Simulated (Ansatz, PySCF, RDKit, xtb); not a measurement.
# Which structure has the formula GeHOF?

Given the formula GeHOF and nothing else, which arrangement of the atoms is the most stable in the gas at 298.15 K, and what are its properties?

The funnel: GFN2-xTB relaxations, single points with a density functional, relaxations at r2SCAN-D4/def2-SVP, harmonic vibrations, and a last energy at a higher level. All values are calculated.

7 further runs of the same task are left out: 7 set aside as unsound or not needed.

## (1) Possible bonding patterns

All bonding patterns within simple valence rules are listed by program: one Lewis structure each, at most two rings and one unusual centre or charged pair. O–O, O–halogen and N–halogen bonds and N–N–N chains are not drawn. That gives 3 candidates.

| label | SMILES | spin |
| --- | --- | --- |
| c134 | [O]=[GeH][F] | singlet |
| c219 | [OH][Ge][F] | singlet |
| c454 | [OH][Ge][F] | triplet |

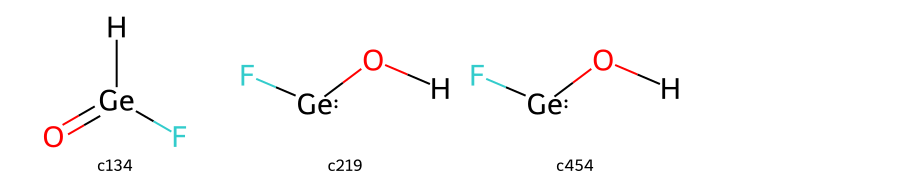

Structural formulas of the candidates.

Candidates are built by distance geometry, with a force field where one applies, in up to four conformers (letters a to d). 6 starts with atoms placed at random are added, to find patterns that the rules miss.

## (2) First filter: tight binding

All 9 starts are relaxed the same way. One of them, c396 (atoms placed at random), in full:

Contents of start.xyz:

```xyz
4
c396
F     -0.391370     0.527650     1.097260
Ge    -0.924430    -0.233140    -0.566150
O     -0.515570     1.473930    -0.012100
H      1.028020    -0.096180    -1.451950
```

Started as:

```sh
$ xtb start.xyz --gfn 2 --opt
```

Standard output, shortened:

```text
* xtb version 6.7.1
[...]
          :  # basis functions                  19          :
[...]
          :  # electrons                        18          :
[...]
          :  Hamiltonian                  GFN2-xTB          :
[...]
          :  net charge                          0          :
          :  unpaired electrons                  0          :
[...]
   *** convergence criteria satisfied after 13 iterations ***
[...]
   *** GEOMETRY OPTIMIZATION CONVERGED AFTER 20 ITERATIONS ***
[...]
   *** convergence criteria satisfied after 3 iterations ***
[...]
         ::                     SUMMARY                     ::
         :::::::::::::::::::::::::::::::::::::::::::::::::::::
         :: total energy             -11.168715334353 Eh    ::
         :: gradient norm              0.000273692278 Eh/a0 ::
         :: HOMO-LUMO gap              3.607772384220 eV    ::
         ::.................................................::
         :: SCC energy               -11.175523159535 Eh    ::
         :: -> isotropic ES           -0.003295157331 Eh    ::
         :: -> anisotropic ES          0.000296483266 Eh    ::
         :: -> anisotropic XC         -0.009202699964 Eh    ::
         :: -> dispersion             -0.001490305778 Eh    ::
         :: repulsion energy           0.006807825182 Eh    ::
         :: add. restraining           0.000000000000 Eh    ::
         :: total charge              -0.000000000000 e     ::
         :::::::::::::::::::::::::::::::::::::::::::::::::::::
[...]
         9        2.0000           -0.4189561             -11.4004 (HOMO)
        10                         -0.2863729              -7.7926 (LUMO)
[...]
     #   Z          covCN         q      C6AA      α(0)
     1   9 F        0.860    -0.084    10.103     3.755
     2  32 Ge       1.659     0.369   247.463    32.903
     3   8 O        1.638    -0.195    17.280     5.611
     4   1 H        0.875    -0.090     5.243     3.585
[...]
     #   Z sym  total        # sym  WBO       # sym  WBO       # sym  WBO
 ---------------------------------------------------------------------------
     1   9 F    1.060 --     3 O    0.894     2 Ge   0.140
     2  32 Ge   2.349 --     3 O    1.278     4 H    0.932     1 F    0.140
     3   8 O    2.206 --     2 Ge   1.278     1 F    0.894
     4   1 H    0.992 --     2 Ge   0.932
 ---------------------------------------------------------------------------
[...]
molecular dipole:
                 x           y           z       tot (Debye)
 q only:       -0.262      -0.225      -1.062
   full:       -0.372      -0.233      -1.257       3.384
molecular quadrupole (traceless):
[...]
          | TOTAL ENERGY              -11.168715334353 Eh   |
          | GRADIENT NORM               0.000273692278 Eh/α |
          | HOMO-LUMO GAP               3.607772384220 eV   |
           -------------------------------------------------
[...]
```

Run time: 0.23 s. Hardware: 1 thread of Intel Xeon at 2.50GHz (Skylake/Cascade Lake), shared host.

## (3) Distinct minima at GFN2-xTB

9 of the 9 relaxations converged; 3 ended on a minimum already found. 6 distinct structures remain:

| label | start | SMILES after | spin | energy (kcal/mol) |
| --- | --- | --- | --- | --- |
| c089 | random | [OH][Ge][F] | singlet | 0.0 |
| c219a | drawn | [OH][Ge][F] | singlet | 3.1 |
| c179 | random and drawn | [O]=[GeH][F] | singlet | 56.9 |
| c045 | random | [F][O][GeH] ‡ | singlet | 120.7 |
| c454a | drawn | [OH][Ge][F] | triplet | 121.4 |
| c396 | random | [F][O][GeH] ‡ | singlet | 122.4 |

‡ marks the bonded skeleton alone, with all bonds drawn single: no Lewis structure was assigned that passes a check against the bond lengths.

GFN2-xTB has no spin polarisation, so it can't rank spin states and is rough for open shells.

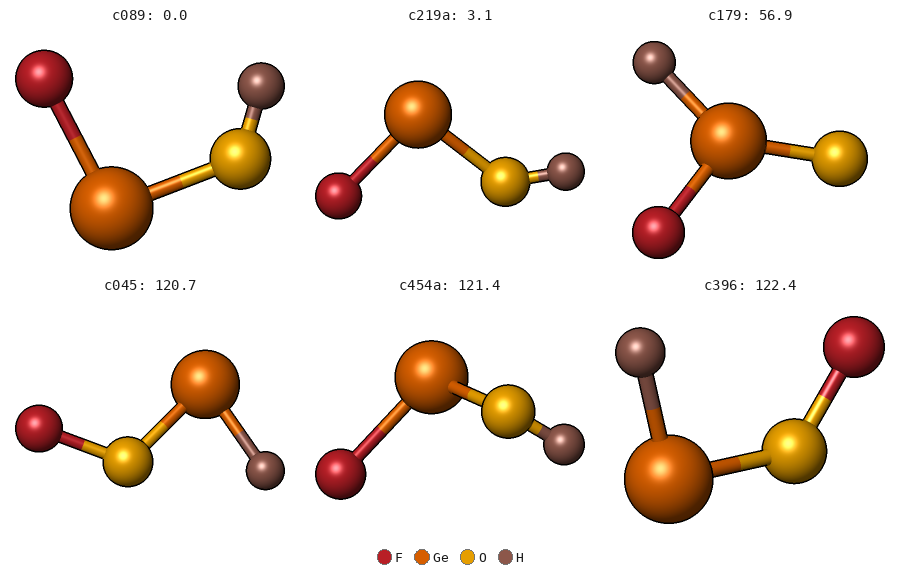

The 6 lowest minima that did not fall apart, with their GFN2-xTB energies in kcal/mol.

## (4) Screening with a density functional

A choice of the minima (the low ones first, few conformers of a pattern, up to a cap) and the lowest that fell apart get a single point at r2SCAN-D4/def2-SVP on the tight-binding geometry, and one at HF/STO-3G for comparison. The lowest singlets are also tried as triplets at the same geometry (label ending in t). The first, c089:

Contents of input.yaml:

```yaml
crystal:
  periodic: [false, false, false]
  atoms:
    - {symbol: F, position_ang: [0.681128, -0.087254, 1.962547]}
    - {symbol: Ge, position_ang: [-0.273811, -0.546563, 0.450170]}
    - {symbol: O, position_ang: [0.609996, 0.467139, -0.659767]}
    - {symbol: H, position_ang: [1.344688, 1.043428, -0.451171]}
basis:
  gaussian:
    orbitals: def2-SVP
hamiltonian:
  xc: r2scan
  dispersion: d4
scf:
  lower_state_search: off
```

Started as:

```sh
$ ansatz run input.yaml --threads 1 --pin off --max-ram 2610MiB --events-out events.jsonl --progress --plain --runs-dir runs
```

Standard output, shortened:

```text
Warning: RAYON_NUM_THREADS=1 ignored (pool sized by the plan → 1); use --threads N
Functional definition: r2SCAN
  name "r2SCAN"
[...]
700 factors; their error is unknown
[...]
mean field -61286.69285536 eV, -2252.2444208219 hartree, gradient 8.8e-6 eV, S^2 0.000000; 0 other end points of the search recorded, 0 dependent functions left out
reference -61286.69286291 eV, -2252.2444210994 hartree; 25, 25 occupied and 40, 40 virtual orbitals, 700 factors
Total energy: -61286.70455080 eV, -2252.2448506214 hartree
Checks for a lower state left out: stability, starts, cluster_reference, orbital_swaps, neighbouring_geometries, increment
```

Wall time 3 s (1 thread of Intel Xeon at 2.50GHz (Skylake/Cascade Lake), shared host).

Relative energies in kcal/mol, each column from its lowest structure that stays in one piece:

| label | SMILES | spin | GFN2-xTB | HF/STO-3G | r2SCAN-D4/def2-SVP |
| --- | --- | --- | --- | --- | --- |
| c089 | [OH][Ge][F] | singlet | 0.0 | 0.0 | 0.0 |
| c219a | [OH][Ge][F] | singlet | 3.1 | 1.5 | 2.3 |
| c179 | [O]=[GeH][F] | singlet | 56.9 | 35.8 | 42.9 |
| c089t | [OH][Ge][F] | triplet | – | – | 85.8 |
| c045 | [F][O][GeH] ‡ | singlet | 120.7 | 58.0 | 123.1 |
| c179t | [O]=[GeH][F] | triplet | – | – | 143.9 |

‡ marks the bonded skeleton alone, with all bonds drawn single: no Lewis structure was assigned that passes a check against the bond lengths.

## (5) Refinement at r2SCAN-D4/def2-SVP

3 candidates are relaxed at r2SCAN-D4/def2-SVP (chosen among the lowest in one piece). The first, c089:

Contents of input.yaml:

```yaml
crystal:
  periodic: [false, false, false]
  atoms:
    - symbol: F
      position_ang: [0.681128, -0.087254, 1.962547]
    - symbol: Ge
      position_ang: [-0.273811, -0.546563, 0.450170]
    - symbol: O
      position_ang: [0.609996, 0.467139, -0.659767]
    - symbol: H
      position_ang: [1.344688, 1.043428, -0.451171]
basis:
  gaussian:
    orbitals: def2-SVP
total_charge: 0
hamiltonian:
  xc: r2scan
  dispersion: d4
scf:
  lower_state_search: "off"
relax:
  f_tol: 0.003
```

Started as:

```sh
$ ansatz run input.yaml --threads 1 --pin off --max-ram 2610MiB --events-out events.jsonl --progress --plain --runs-dir runs
```

Standard output, shortened:

```text
Warning: RAYON_NUM_THREADS=1 ignored (pool sized by the plan → 1); use --threads N
[...]
[... 2 set-up lines as earlier in the session ...]
[...]
700 factors; their error is unknown
[...]
mean field -61286.69285535 eV, -2252.2444208218 hartree, gradient 9.4e-6 eV, S^2 0.000000; 0 other end points of the search recorded, 0 dependent functions left out
[...]
reference -61286.69286291 eV, -2252.2444210993 hartree; 25, 25 occupied and 40, 40 virtual orbitals, 700 factors
relax step   1: F+E_penalty+E_count = -61286.70454324 eV  Δ(F+E_penalty+E_count) = +0.000e0 eV  max|allowed force component| = 1.707e0 eV/Å  Δτ_max = 0.0000 Å  (14 SCF iters, accepted)
[...]
relax step   7: F+E_penalty+E_count = -61286.82345765 eV  Δ(F+E_penalty+E_count) = -1.324e-4 eV  max|allowed force component| = 5.345e-3 eV/Å  Δτ_max = 0.0051 Å  (20 SCF iters, accepted)
[...]
relax step   8: F+E_penalty+E_count = -61286.82345886 eV  Δ(F+E_penalty+E_count) = -1.209e-6 eV  max|allowed force component| = 2.182e-4 eV/Å  Δτ_max = 0.0003 Å  (11 SCF iters, accepted)
Total energy: -61286.82346638 eV, -2252.2492206883 hartree
Atom 0 at     0.706481    -0.043692     1.868077 Å, force     0.000041     0.000017     0.000046 eV/Å
Atom 1 at    -0.258007    -0.537550     0.469949 Å, force     0.000079     0.000131    -0.000218 eV/Å
Atom 2 at     0.597779     0.470146    -0.718450 Å, force    -0.000079    -0.000129     0.000182 eV/Å
Atom 3 at     1.315749     0.987845    -0.317797 Å, force    -0.000042    -0.000019    -0.000010 eV/Å
Dipole moment:    -0.032101    -0.014012    -0.056901 e Å
Checks for a lower state left out: stability, starts, cluster_reference, orbital_swaps, neighbouring_geometries, increment
```

Wall time 27 s (1 thread of Intel Xeon at 2.50GHz (Skylake/Cascade Lake), shared host).

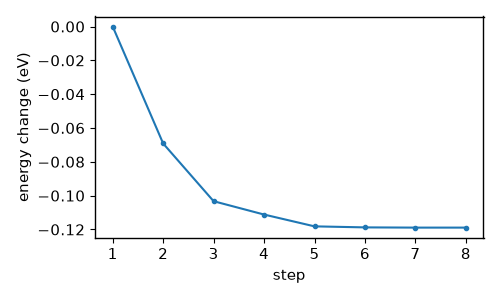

Energy along the run, all evaluated steps.

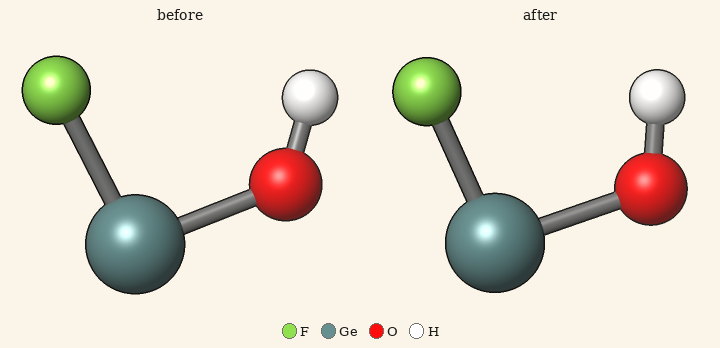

Before and after, at one scale.

After the run. Bond lengths: F1–Ge2 1.769 Å, Ge2–O3 1.778 Å, O3–H4 0.972 Å. Angles: F1–Ge2–O3 96.2°, Ge2–O3–H4 112.5°.

## (6) After refinement

| label | spin | r2SCAN-D4/def2-SVP (kcal/mol) | r2SCAN-D4/def2-SVP, relaxed (kcal/mol) | time |
| --- | --- | --- | --- | --- |
| c089 | singlet | 0.0 | 0.0 | 27 s |
| c219a | singlet | 2.3 | 2.3 | 27 s |
| c179 | singlet | 42.9 | 43.3 | 20 s |

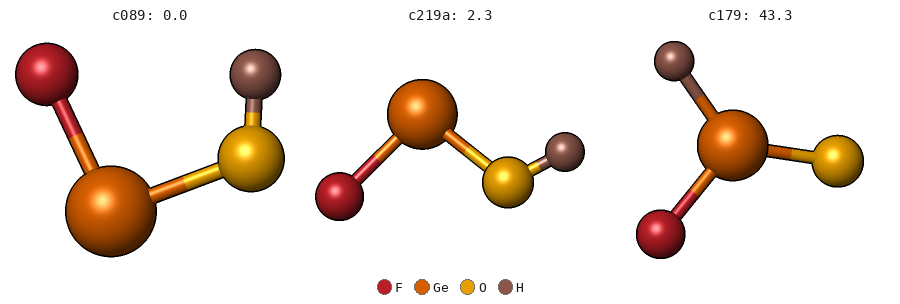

The relaxed structures, with energies at r2SCAN-D4/def2-SVP in kcal/mol.

## (7) Harmonic analysis of the finalists

The lowest few in one piece go on as finalists. Harmonic vibrations at r2SCAN-D4/def2-SVP test each finalist and give the zero-point energy and the thermal terms. The first, c089:

Contents of input.yaml:

```yaml
crystal:
  periodic: [false, false, false]
  atoms:
    - {symbol: F, position_ang: [0.706481, -0.043692, 1.868077]}
    - {symbol: Ge, position_ang: [-0.258007, -0.537550, 0.469949]}
    - {symbol: O, position_ang: [0.597779, 0.470146, -0.718450]}
    - {symbol: H, position_ang: [1.315749, 0.987845, -0.317797]}
basis:
  gaussian: {orbitals: def2-SVP}
scf: {lower_state_search: off}
phonons: {}
hamiltonian: {xc: {name: r2SCAN}, dispersion: d4}
```

Started as:

```sh
$ ansatz run input.yaml --threads 1 --pin off --max-ram 2610MiB --events-out events.jsonl --progress --plain --runs-dir runs
```

Standard output, shortened:

```text
Warning: RAYON_NUM_THREADS=1 ignored (pool sized by the plan → 1); use --threads N
[... 2 set-up lines as earlier in the session ...]
[...]
700 factors; their error is unknown
[...]
mean field -61286.81174330 eV, -2252.2487898732 hartree, gradient 6.7e-6 eV, S^2 0.000000; 0 other end points of the search recorded, 0 dependent functions left out
[...]
reference -61286.81175078 eV, -2252.2487901482 hartree; 25, 25 occupied and 40, 40 virtual orbitals, 700 factors
[...]
700 factors; their error is unknown
mean field -61286.81172090 eV, -2252.2487890501 hartree, gradient 2.0e-6 eV, S^2 0.000000; 0 other end points of the search recorded, 0 dependent functions left out
[...]
reference -61286.81172838 eV, -2252.2487893250 hartree; 25, 25 occupied and 40, 40 virtual orbitals, 700 factors
[...]
700 factors; their error is unknown
[...]
700 factors; their error is unknown
[...]
mean field -61286.81171391 eV, -2252.2487887933 hartree, gradient 2.0e-6 eV, S^2 0.000000; 0 other end points of the search recorded, 0 dependent functions left out
[...]
reference -61286.81172140 eV, -2252.2487890683 hartree; 25, 25 occupied and 40, 40 virtual orbitals, 700 factors
Total energy: -61286.82344959 eV, -2252.2492200714 hartree
Atom 0 at     0.706481    -0.043692     1.868077 Å, force     0.000418     0.000337     0.000052 eV/Å
Atom 1 at    -0.258007    -0.537550     0.469949 Å, force    -0.000389    -0.000167    -0.000652 eV/Å
Atom 2 at     0.597779     0.470146    -0.718450 Å, force     0.000016    -0.000133     0.000550 eV/Å
Atom 3 at     1.315749     0.987845    -0.317797 Å, force    -0.000045    -0.000036     0.000051 eV/Å
Dipole moment:    -0.032102    -0.014013    -0.056900 e Å
Vibrations: 247.22 529.14 658.93 705.05 796.16 3782.00 cm⁻¹, zero-point energy 0.416494 eV
Checks for a lower state left out: stability, starts, cluster_reference, orbital_swaps, neighbouring_geometries, increment
```

Run time: 64 s. Hardware: 1 thread of Intel Xeon at 2.50GHz (Skylake/Cascade Lake), shared host.

## (8) Thermal terms of the finalists

At 298.15 K and 1 atm, ideal gas, rigid rotor and harmonic oscillator:

| label | SMILES | spin | point group | lowest mode (cm⁻¹) | zero-point (kcal/mol) | G − E (kcal/mol) |
| --- | --- | --- | --- | --- | --- | --- |
| c089 | [OH][Ge][F] | singlet | Cs | 247 | 9.6 | -7.4 |
| c219a | [OH][Ge][F] | singlet | Cs | 268 | 9.6 | -7.3 |
| c179 | [O]=[GeH][F] | singlet | Cs | 252 | 7.6 | -9.2 |

## (9) Last filter: a higher level

Single points at CCSD(T)/def2-TZVPP on the refined geometries decide the order.

c089, CCSD(T)/def2-TZVPP:

input.yaml: that of step 7 with these lines changed.

```diff
@@ -8,5 +8,6 @@
 basis:
-  gaussian: {orbitals: def2-SVP}
-scf: {lower_state_search: off}
-phonons: {}
-hamiltonian: {xc: {name: r2SCAN}, dispersion: d4}
+  gaussian:
+    orbitals: def2-TZVPP
+correlation:
+  method: ccsd_t
+  frozen_orbitals: {F: 1, O: 1, H: 0, Ge: 9}
```

Started as:

```sh
$ ansatz run input.yaml --threads 1 --pin off --max-ram 2610MiB --events-out events.jsonl --progress --plain --runs-dir runs
```

Standard output, shortened:

```text
Warning: RAYON_NUM_THREADS=1 ignored (pool sized by the plan → 1); use --threads N
Functional definition: HF
  name "HF"
[...]
814 factors; integrals over basis functions are off by at most 9.2e-4 eV
[...]
mean field -61236.51941168 eV, -2250.4005807755 hartree, gradient 4.8e-6 eV, S^2 0.000000; 0 other end points of the search recorded, 0 dependent functions left out
11 core orbitals not correlated: weight in the atoms' cores, before any rotation towards them, 1.000 or more for the frozen orbitals, at most 0.000 for the correlated occupied ones
reference -61236.51941168 eV, -2250.4005807755 hartree; 14, 14 occupied and 99, 99 virtual orbitals, 814 factors
second order -19.69493440 eV of doubles, -0.00000000 eV of singles
cycle   1  -19.03657336 eV  change    6.6e-1 eV  update   1.1e-1
[...]
cycle  10  -19.65990518 eV  change   -1.9e-5 eV  update   2.0e-5
perturbative correction -0.70528782 eV, -0.0259188493 hartree
Total energy: -61256.88460468 eV, -2251.1489878144 hartree
```

Run time: 44 s. Hardware: 1 thread of Intel Xeon at 2.50GHz (Skylake/Cascade Lake), shared host; peak memory 0.62 GiB.

## (10) c219a at CCSD(T)/def2-TZVPP

Contents of input.yaml:

```yaml
basis:
  gaussian: {orbitals: def2-TZVPP}
crystal:
  periodic: [false, false, false]
  atoms:
    - {symbol: F, position_ang: [-0.271103, -0.888624, 0.375037]}
    - {symbol: Ge, position_ang: [-1.397562, -1.729294, 1.420521]}
    - {symbol: O, position_ang: [-2.484663, -2.226727, 0.097125]}
    - {symbol: H, position_ang: [-3.245467, -2.740992, 0.404612]}
correlation: {method: ccsd_t, frozen_orbitals: {F: 1, O: 1, H: 0, Ge: 9}}
```

Started as:

```sh
$ ansatz run input.yaml --threads 1 --pin off --max-ram 2610MiB --events-out events.jsonl --progress --plain --runs-dir runs
```

Standard output, shortened:

```text
Warning: RAYON_NUM_THREADS=1 ignored (pool sized by the plan → 1); use --threads N
[... 2 set-up lines as earlier in the session ...]
[...]
813 factors; integrals over basis functions are off by at most 8.5e-4 eV
[...]
mean field -61236.41341144 eV, -2250.3966853386 hartree, gradient 8.9e-7 eV, S^2 0.000000; 0 other end points of the search recorded, 0 dependent functions left out
11 core orbitals not correlated: weight in the atoms' cores, before any rotation towards them, 1.000 or more for the frozen orbitals, at most 0.000 for the correlated occupied ones
reference -61236.41341144 eV, -2250.3966853386 hartree; 14, 14 occupied and 99, 99 virtual orbitals, 813 factors
second order -19.71032192 eV of doubles, -0.00000000 eV of singles
cycle   1  -19.04342179 eV  change    6.7e-1 eV  update   1.2e-1
[...]
cycle  10  -19.67236087 eV  change   -2.6e-5 eV  update   2.0e-5
perturbative correction -0.70916793 eV, -0.0260614407 hartree
Total energy: -61256.79494024 eV, -2251.1456927069 hartree
```

Run time: 43 s. Hardware: 1 thread of Intel Xeon at 2.50GHz (Skylake/Cascade Lake), shared host; peak memory 0.62 GiB.

## (11) Putting it together

Energies in kcal/mol from c089; G adds the thermal terms to the CCSD(T)/def2-TZVPP energy. The columns left of the relaxed level are at the tight-binding geometries.

| label | SMILES | spin | GFN2-xTB | HF/STO-3G | r2SCAN-D4/def2-SVP | r2SCAN-D4/def2-SVP, relaxed | HF/def2-TZVPP | MP2/def2-TZVPP | CCSD(T)/def2-TZVPP | G | share at equilibrium | T1 |
| --- | --- | --- | --- | --- | --- | --- | --- | --- | --- | --- | --- | --- |
| c089 | [OH][Ge][F] | singlet | 0.0 | 0.0 | 0.0 | 0.0 | 0.0 | 0.0 | 0.0 | 0.0 | 97.3 % | 0.015 |
| c219a | [OH][Ge][F] | singlet | 3.1 | 1.5 | 2.3 | 2.3 | 2.4 | 2.1 | 2.1 | 2.1 | 2.7 % | 0.015 |
| c179 | [O]=[GeH][F] | singlet | 56.9 | 35.8 | 42.9 | 43.3 | 52.9 | 39.4 | 42.6 | 40.8 | < 0.1 % | 0.020 |

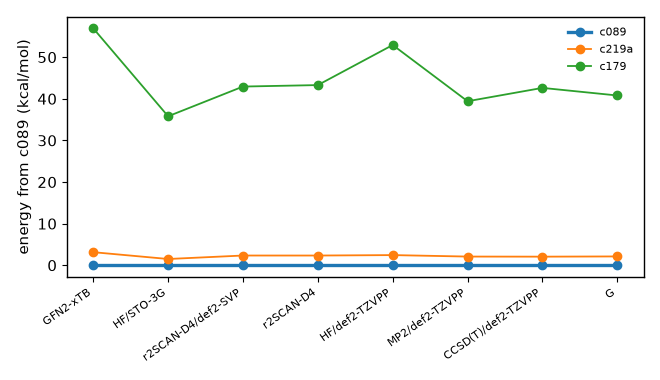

The finalists at each level, measured from c089.

Lowest found: c089, `[OH][Ge][F]`, a singlet of point group Cs. Bond lengths: F1–Ge2 1.769 Å, Ge2–O3 1.778 Å, O3–H4 0.972 Å. Angles: F1–Ge2–O3 96.2°, Ge2–O3–H4 112.5°.

```xyz
4

F     0.7065   -0.0437    1.8681
Ge   -0.2580   -0.5375    0.4699
O     0.5978    0.4701   -0.7185
H     1.3157    0.9878   -0.3178
```

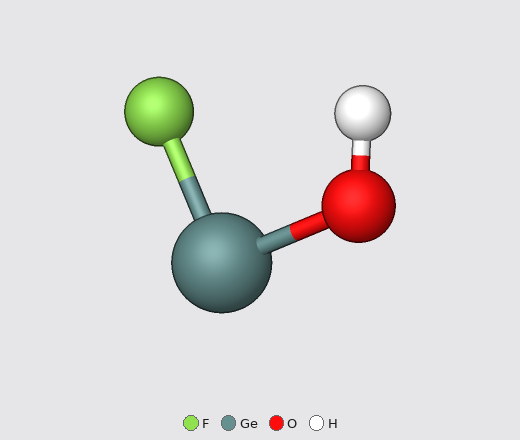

The lowest structure found, seen from a chosen angle (fluorine green, germanium teal, oxygen red, hydrogen white).

## (12) Density, orbitals and dipole (PBE0/def2-TZVPD)

Contents of input.yaml:

```yaml
crystal:
  periodic: [false, false, false]
  atoms:
    - {symbol: F, position_ang: [0.706481, -0.043692, 1.868077]}
    - {symbol: Ge, position_ang: [-0.258007, -0.537550, 0.469949]}
    - {symbol: O, position_ang: [0.597779, 0.470146, -0.718450]}
    - {symbol: H, position_ang: [1.315749, 0.987845, -0.317797]}
basis:
  gaussian:
    orbitals: def2-TZVPD
hamiltonian:
  xc: {name: PBE0}
output: {forces: true, orbitals: {seedname: orbitals}}
```

Started as:

```sh
$ ansatz run input.yaml --threads 1 --pin off --max-ram 2610MiB --events-out events.jsonl --progress --plain --runs-dir runs
```

Standard output, shortened:

```text
Warning: RAYON_NUM_THREADS=1 ignored (pool sized by the plan → 1); use --threads N
Functional definition: PBE0
  name "PBE0"
[...]
858 factors; their error is unknown
[...]
mean field -61290.56016128 eV, -2252.3865416932 hartree, gradient 3.4e-5 eV, S^2 0.000000; 0 other end points of the search recorded, 0 dependent functions left out
[...]
reference -61290.56019654 eV, -2252.3865429891 hartree; 25, 25 occupied and 118, 118 virtual orbitals, 858 factors
Total energy: -61290.56019654 eV, -2252.3865429891 hartree
Atom 0 at     0.706481    -0.043692     1.868077 Å, force    -0.035724    -0.035642     0.022185 eV/Å
Atom 1 at    -0.258007    -0.537550     0.469949 Å, force     0.119123     0.119393    -0.076341 eV/Å
Atom 2 at     0.597779     0.470146    -0.718450 Å, force     0.164741     0.089094     0.218503 eV/Å
Atom 3 at     1.315749     0.987845    -0.317797 Å, force    -0.248141    -0.172844    -0.164347 eV/Å
Dipole moment:    -0.112794    -0.079025    -0.072811 e Å
```

Run time: 9 s. Hardware: 1 thread of Intel Xeon at 2.50GHz (Skylake/Cascade Lake), shared host.

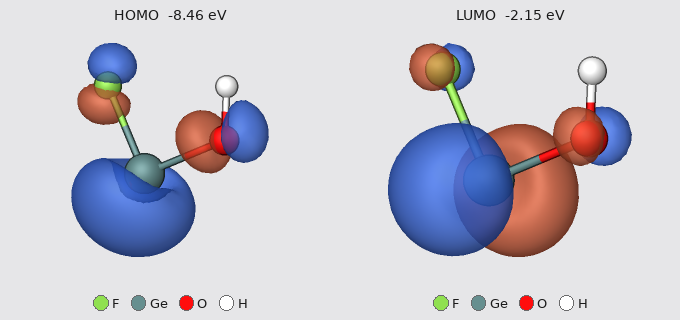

Frontier orbitals of this run, surfaces at ±0.2 Å^-3/2.

(Part 1 of 2 ends here.)
